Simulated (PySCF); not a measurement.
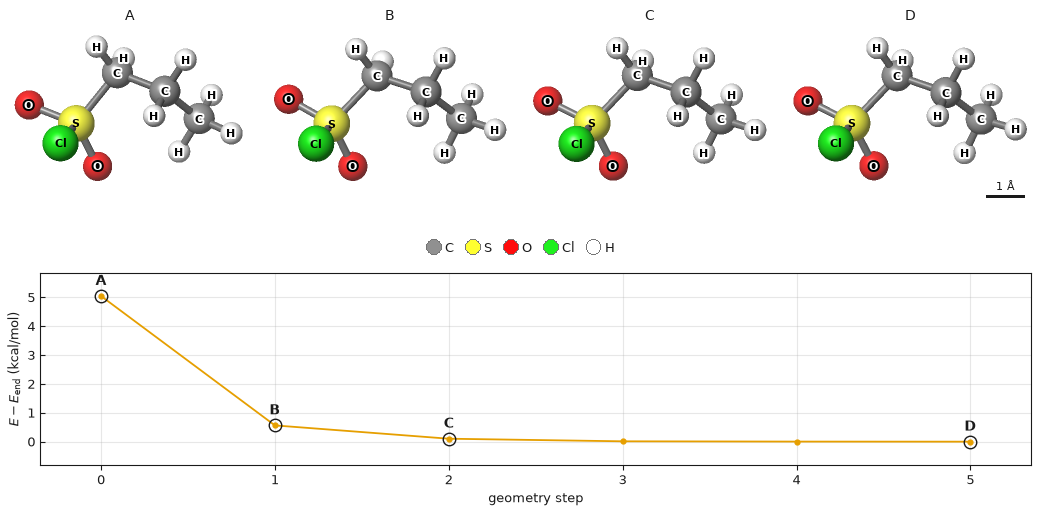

Frames of a relaxation of C₃H₇ClO₂S, marked on the history of the run. Style: ball-and-stick. Shown at a tilt.

The start comes from GFN2-xTB. Its atoms were then displaced at random by about 0.01 Å.

The calculation used PySCF, PBE0-D3(BJ)/def2-TZVP geometry optimisation, gas phase. 

### What happens along the run?

The energy falls by 5.05 kcal/mol in 5 geometry steps. An H atom moves most after the best rigid fit: 0.16 Å. Largest moves by element: H 0.16 Å, Cl 0.12 Å, S 0.12 Å, O 0.12 Å, C 0.08 Å. Near-neighbour distances that change, for instance: C–H 1.059 → 1.093 Å, C–H 1.122 → 1.090 Å, O–S 1.456 → 1.425 Å, C–C 1.535 → 1.519 Å. Bond angles that change, for instance: C–C–S 109.4° → 116.0°, C–S–O 115.7° → 111.1°, C–C–H 109.7° → 106.2°. From step 0 to 1: O and H atoms move most (0.16 Å), energy −4.48 kcal/mol. From step 1 to 2: an O atom moves most (0.05 Å), energy −0.46 kcal/mol. From step 2 to 5: an H atom moves most (0.02 Å), energy −0.10 kcal/mol.

| step | E − E(0), kcal/mol |
| --- | --- |
| 0 | 0.00 |
| 1 | -4.48 |
| 2 | -4.94 |
| 3 | -5.03 |
| 4 | -5.04 |
| 5 | -5.05 |
